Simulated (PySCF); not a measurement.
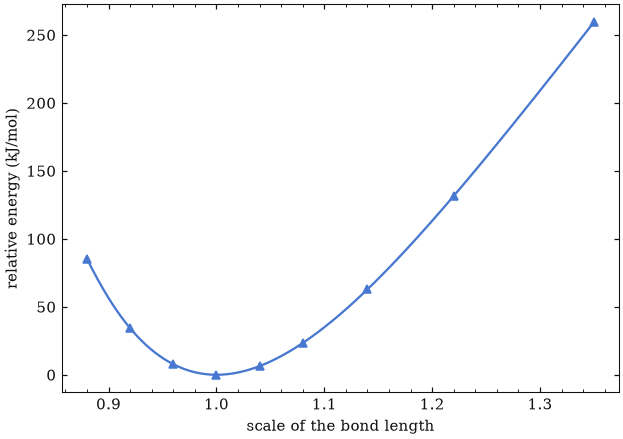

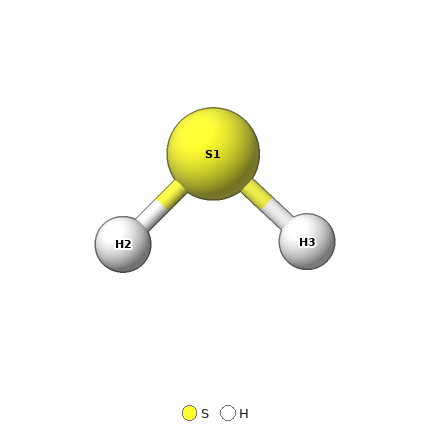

Rigid scan of SH₂, singlet, from a minimum of the shape that electron-pair counting expects: all bonds to atom 1 scaled (atom 1 is the central atom). PBE/def2-TZVP with PySCF, restricted determinant, no spin-orbit coupling; energies counted from the minimum. Splines pass through the computed points, which are marked.

What does it cost to go to either end of the scan?

85.2 kJ/mol at 0.88 and 259.4 kJ/mol at 1.35.

Give the values at the computed points.

In kJ/mol:
```tsv
scale of the bond length	PBE
0.88	85.2
0.92	34.2
0.96	7.7
1.00	0.0
1.04	6.4
1.08	23.4
1.14	62.9
1.22	131.6
1.35	259.4
```
